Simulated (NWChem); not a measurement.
**SiNH2Cl (SMILES N[Si]Cl) at CCSD/6-31G**

Aim: the vertical ionisation energy of SiNH2Cl at CCSD/6-31G, from 2 runs. 

Program for the calculation: NWChem 7.3.0.

### 1 Starting point

SiNH2Cl: 5 atoms, total charge 0, spin state singlet. SMILES: `N[Si]Cl`. Geometry: relaxed at PBE0-D4/def2-TZVP. This is one conformer, not always the lowest.

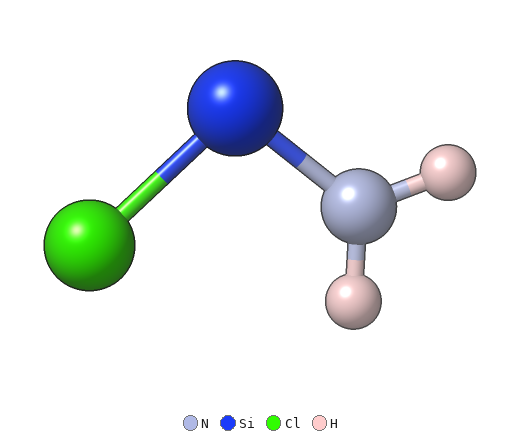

Viewed from a chosen angle; nitrogen light blue, silicon blue, chlorine green, hydrogen pink.

### 2 The energy at CCSD/6-31G

File test.nw:

```
start test
memory stack 880 mb heap 220 mb global 1100 mb
geometry noautosym nocenter noautoz
   N       -0.148200       0.583400      -0.233900
   Si      -0.116200      -0.341800       1.192600
   Cl       0.649000      -2.124500       0.377300
   H       -0.473300       1.538600      -0.227400
   H        0.138600       0.270600      -1.150000
end
basis spherical bse
   * library 6-31G
end
scf
   thresh 1e-08
   maxiter 80
   print low
end
ccsd
   freeze core 11
   maxiter 60
end
task ccsd
```

On the command line:

```
nwchem test.nw > test.out
```

Log (excerpt; [...] marks lines left out):

```text
[...]
  functions       =    39
[...]
  wavefunction    = RHF
[...]
         Total SCF energy =   -803.991999708335
      One-electron energy =  -1373.044518986420
      Two-electron energy =    437.662190961973
 Nuclear repulsion energy =    131.390328316113
        Time for solution =      3.3s
[...]
 Total MP2 energy:           -804.187194441408906
[...]
             energy      energy      error      ampl     ampl      Block
                                                time     time      time
[...]
 Total CCSD energy:           -804.208493487199121
[...]
```

Run time: 12 s. Hardware: 1 thread of AMD EPYC 7R13 (Zen 3), shared host; peak memory 0.11 GiB.

### 3 The doublet cation at the same level

File run.nw:

```
start run
memory stack 880 mb heap 220 mb global 1100 mb
charge 1

geometry units angstroms noautosym nocenter noautoz
 N       -0.148200       0.583400      -0.233900
 Si      -0.116200      -0.341800       1.192600
 Cl       0.649000      -2.124500       0.377300
 H       -0.473300       1.538600      -0.227400
 H        0.138600       0.270600      -1.150000
end

basis spherical bse
 * library 6-31G
end

scf
 nopen 1
 uhf
 thresh 1e-08
 maxiter 80
 noprint "final vectors analysis"
end

tce
 scf
 ccsd
 freeze core 11
 maxiter 60
end

task tce energy
```

On the command line:

```
nwchem run.nw > run.out
```

Log (excerpt; [...] marks lines left out):

```text
[...]
  functions       =    39
[...]
  wavefunction    = UHF
[...]
         Total SCF energy =   -803.662574049455
      One electron energy =  -1362.558088883097
      Two electron energy =    427.505186517529
 Nuclear repulsion energy =    131.390328316113
                       Sz =      0.5000
                 Sz(Sz+1) =      0.7500
                      S^2 =      0.7731
[...]
         Wavefunction type : Unrestricted Hartree-Fock
          No. of electrons :    39
[...]
         Spin multiplicity : doublet
[...]
 CCSD total energy / hartree       =      -803.875849188692200
[...]
```

It took 9.9 s on 1 thread of AMD EPYC 7R13 (Zen 3), shared host; peak memory 0.13 GiB.

### 4 Results

At CCSD/6-31G, 11 core orbitals frozen:

| quantity | value |
| --- | --- |
| singlet SiNH2Cl: total energy | -804.20849 Eh |
| singlet SiNH2Cl: correlation energy (11 core orbitals frozen) | -216.5 mEh |
| doublet cation: total energy | -803.87585 Eh |
| doublet cation: correlation energy (11 core orbitals frozen) | -213.3 mEh |
| doublet cation: ⟨S²⟩ of the reference determinant | 0.773 |
| vertical ionisation energy (to the doublet cation) | 9.052 eV |

What this shows: Removing an electron at fixed nuclei costs 9.05 eV (873 kJ/mol).
